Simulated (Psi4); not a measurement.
**CH5B− (SMILES [BH2-]C): UMP2/def2-SVPD**

Aim: the vertical doublet–quartet gap of CH5B− at UMP2/def2-SVPD, from 2 runs. 

Program for the calculation: Psi4 1.11.

1 further run of the same task is left out (set aside as unsound or not needed).

**1. The structure to begin with**

The species is CH5B− (7 atoms), meant as a doublet with charge -1. SMILES: `[BH2-]C`. Geometry: relaxed at GFN2-xTB.

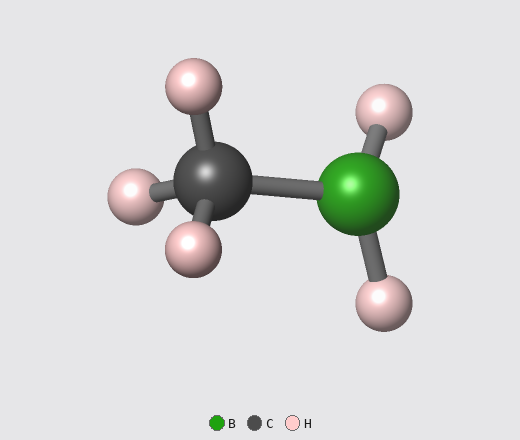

Viewed from a chosen angle; boron green, carbon dark grey, hydrogen pink.

**2. The energy at UMP2/def2-SVPD**

job.py

```python
import psi4

psi4.set_memory(1600000000)
psi4.set_num_threads(1)
psi4.core.set_output_file('ch5b.out', False)

molecule = psi4.geometry("""
-1 2
B
C 1 1.642246
H 1 1.245032 2 113.34578
H 1 1.244676 3 111.96512 2 129.72848
H 2 1.102097 1 112.71469 4 174.94434
H 2 1.114004 5 104.9397 1 -125.79125
H 2 1.10216 5 105.82662 6 -110.6702
units angstrom
symmetry c1
""")

psi4.set_options({
    'basis': 'def2-SVPD',
    'reference': 'uhf',
    'puream': True,
    'e_convergence': 1e-09,
    'd_convergence': 1e-08,
    'scf_type': 'pk',
    'num_frozen_docc': 2,
    'mp2_type': 'conv',
    'maxiter': 200,
})

e = psi4.energy('mp2', molecule=molecule)
print('E =', round(e, 9))
```

Launch:

```sh
$ python job.py
```

ch5b.out:

```text
[...]
  Running in c1 symmetry.
[...]
  Nuclear repulsion =   30.809886340462491
[...]
  Multiplicity = 2
[...]
  Nalpha       = 9
  Nbeta        = 8
[...]
    Number of basis functions: 80
[...]
   @UHF iter   1:   -65.21508692143938   -7.06154e-01   5.21201e-03 ADIIS/DIIS
[...]
   @UHF iter  14:   -65.34670361611086   -1.19798e-11   6.85258e-09 DIIS
[...]
   @S^2 Observed:                7.564313388E-01
[...]
    Orbital Energies [Eh]
    ---------------------
    Alpha Occupied:
       1A    -11.001729     2A     -7.333334     3A     -0.712402
       4A     -0.425620     5A     -0.341071     6A     -0.335117
       7A     -0.215588     8A     -0.197532     9A     -0.017911
    Alpha Virtual:
      10A      0.245948    11A      0.270681    12A      0.356589
      13A      0.357544    14A      0.357706    15A      0.363248
      16A      0.379983    17A      0.396948    18A      0.410731
      19A      0.464458    20A      0.469274    21A      0.469838
      22A      0.473699    23A      0.494322    24A      0.570917
      25A      0.583917    26A      0.596093    27A      0.599813
[...]
  @UHF Final Energy:   -65.34670361611086
   => Energetics <=
    Nuclear Repulsion Energy =             30.8098863404624908
    One-Electron Energy =                -151.2487209671785990
    Two-Electron Energy =                  55.0921310106052360
    Total Energy =                        -65.3467036161108581
  UHF NO Occupations:
  HONO-2 :    7  A 1.9993954
  HONO-1 :    8  A 1.9981517
[...]
 Multipole Moments:
 ------------------------------------------------------------------------------------
     Multipole            Electronic (a.u.)      Nuclear  (a.u.)        Total (a.u.)
 ------------------------------------------------------------------------------------
 L = 1.  Multiply by 2.5417464519 to convert [e a0] to [Debye]
 Dipole X            :          0.4462554           -0.7049114           -0.2586560
 Dipole Y            :         -0.2119212            0.3351670            0.1232459
 Dipole Z            :          0.0130897            1.6022262            1.6153159
 Magnitude           :                                                    1.6405298
[...]
	SCS-MP2 Total Energy (a.u.)        :   -65.61771983153754
	SOS-MP2 Total Energy (a.u.)        :   -65.59958046716451
	SCSN-MP2 Total Energy (a.u.)       :   -65.44247946000044
[...]
	SOS-PI-MP2 Total Energy (a.u.)     :   -65.64172660900678
[...]
	MP2 Total Energy (a.u.)            :   -65.61185241844132
[...]
```

The script printed:

```text
E = -65.611852418
```

Run time: 3.9 s. Hardware: 1 thread of Intel Xeon 6975P-C (Granite Rapids), shared host; peak memory 0.35 GiB.

**3. The quartet**

ch5b.inp

```
memory 1.6 GB

molecule {
  -1 4
  B     -0.367620    -0.876680     0.296410
  C      0.129860     0.657930    -0.010930
  H      0.566410    -1.652080     0.572900
  H     -1.111250    -1.340120    -0.587590
  H      0.713810     1.090030     0.817870
  H      0.779370     0.770230    -0.909000
  H     -0.710590     1.350700    -0.179660
  units angstrom
  symmetry c1
}

set {
  basis def2-SVPD
  reference uhf
  puream true
  e_convergence 1e-09
  d_convergence 1e-08
  scf_type pk
  num_frozen_docc 2
  mp2_type conv
  maxiter 200
}

e_tot, wfn = energy("mp2", return_wfn=True)
```

Launch:

```sh
$ psi4 ch5b.inp ch5b.out -n 1
```

ch5b.out:

```text
[...]
  Running in c1 symmetry.
[...]
  Nuclear repulsion =   30.809888872353739
[...]
  Multiplicity = 4
[...]
  Nalpha       = 10
  Nbeta        = 7
[...]
    Number of basis functions: 80
[...]
   @UHF iter   1:   -64.99440867039469   -4.85476e-01   4.69138e-03 ADIIS/DIIS
[...]
   @UHF iter  20:   -65.13095942639512   -7.58860e-12   7.11902e-09 DIIS
[...]
   @S^2 Observed:                3.772121798E+00
[...]
    Orbital Energies [Eh]
    ---------------------
    Alpha Occupied:
       1A    -11.056400     2A     -7.445912     3A     -0.777598
       4A     -0.594493     5A     -0.446561     6A     -0.389804
       7A     -0.363121     8A     -0.319261     9A     -0.130430
      10A      0.076888
    Alpha Virtual:
      11A      0.234113    12A      0.306274    13A      0.312575
      14A      0.319332    15A      0.331292    16A      0.340584
      17A      0.341133    18A      0.357342    19A      0.405769
      20A      0.427338    21A      0.435468    22A      0.437234
      23A      0.443531    24A      0.510057    25A      0.539482
[...]
  @UHF Final Energy:   -65.13095942639512
   => Energetics <=
    Nuclear Repulsion Energy =             30.8098888723537385
    One-Electron Energy =                -149.7374877778152324
    Two-Electron Energy =                  53.7966394790663713
    Total Energy =                        -65.1309594263951226
  UHF NO Occupations:
  HONO-2 :    8  A 1.0000000
  HONO-1 :    9  A 1.0000000
[...]
 Multipole Moments:
 ------------------------------------------------------------------------------------
     Multipole            Electronic (a.u.)      Nuclear  (a.u.)        Total (a.u.)
 ------------------------------------------------------------------------------------
 L = 1.  Multiply by 2.5417464519 to convert [e a0] to [Debye]
 Dipole X            :          0.2628958            0.8728851            1.1357810
 Dipole Y            :          0.8361429            1.2455982            2.0817411
 Dipole Z            :         -0.1540595           -0.9289359           -1.0829954
 Magnitude           :                                                    2.6070143
[...]
	SCS-MP2 Total Energy (a.u.)        :   -65.38297700695676
	SOS-MP2 Total Energy (a.u.)        :   -65.36426754206327
	SCSN-MP2 Total Energy (a.u.)       :   -65.22974540103274
[...]
	SOS-PI-MP2 Total Energy (a.u.)     :   -65.40315222800797
[...]
	MP2 Total Energy (a.u.)            :   -65.38151125079905
[...]
```

It took 4.2 s on 1 thread of Intel Xeon 6975P-C (Granite Rapids), shared host; peak memory 0.35 GiB.

**4. Summary of results**

At UMP2/def2-SVPD, 2 core orbitals frozen:

```
                                                           quantity         value
                                              doublet: total energy  -65.61185 Eh
doublet: HOMO energy (Hartree–Fock orbitals) (highest over α and β)      -0.49 eV
 doublet: LUMO energy (Hartree–Fock orbitals) (lowest over α and β)       6.64 eV
               doublet: correlation energy (2 core orbitals frozen)    -265.1 mEh
                         doublet: ⟨S²⟩ of the reference determinant         0.756
                                              quartet: total energy  -65.38151 Eh
quartet: HOMO energy (Hartree–Fock orbitals) (highest over α and β)       2.09 eV
 quartet: LUMO energy (Hartree–Fock orbitals) (lowest over α and β)       2.22 eV
               quartet: correlation energy (2 core orbitals frozen)    -250.6 mEh
                         quartet: ⟨S²⟩ of the reference determinant         3.772
                   vertical energy of the quartet above the doublet      6.268 eV
```

In words: At this shape the quartet lies 6.27 eV (605 kJ/mol) above the doublet. For an anion a state so high probably lies above electron detachment. The HOMO (quartet) lies at positive energy, 2.09 eV: the electron is unbound at this level or held by a compact basis; values depend on the basis.
